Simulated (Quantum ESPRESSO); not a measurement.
# Voltage at the next charge: Pb(100), 5 layers against an electrode

How the rows were computed: Quantum ESPRESSO 7.5, PBE, GBRV ultrasoft; ESM with bc3, a metal electrode 4.90 Å above the top atoms; cell area 12.251 Å²; ions fixed. V is the potential energy of an electron at the electrode over the slab's Fermi level, divided by e, so that it equals the work function at zero charge; positive charge removes electrons.

```
charge (e a cell)  V (V)
                0  3.753
           0.0184  4.638
           0.0368  5.543
```

**Question.** What is V at a charge of 0.0735 e, and what capacitance do the rows imply?

**Worked estimate.** The last two rows give dV/dq = (5.543 − 4.638)/(0.0368 − 0.0184) = 49.2 V/e, so C = 1602/(12.251 × 49.2) = 2.66 µF/cm², an effective gap of 8.854/2.66 = 3.33 Å. At constant C, V = 5.543 + 49.2 × 0.0367 = 7.35 V.

**The withheld run.** V = 7.398 V; the estimate misses by −0.05 V, 2.7 % of the step. Over the three intervals C goes 2.72, 2.66 and 2.59 µF/cm²: it falls as electrons leave, the surface charge drawing back towards the atoms.

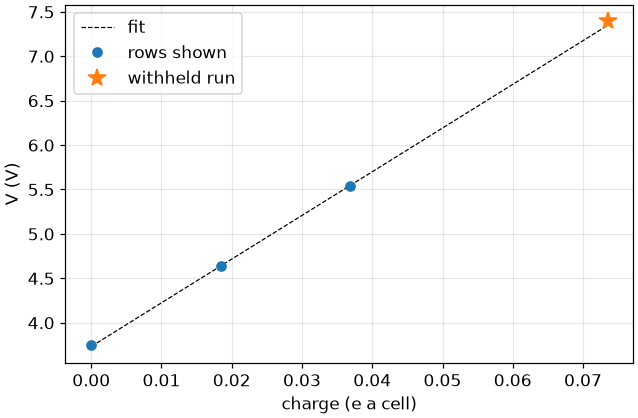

The rows shown, the fit and the withheld run.

**Limits.** Vacuum fills the gap; a dielectric or electrolyte would change C. The slab is thin.

[Logs are printed without paths, hosts, clocks, repeated set-up lines and the standing remarks that a program may print on its own settings, such as how far it seeks lower states.]
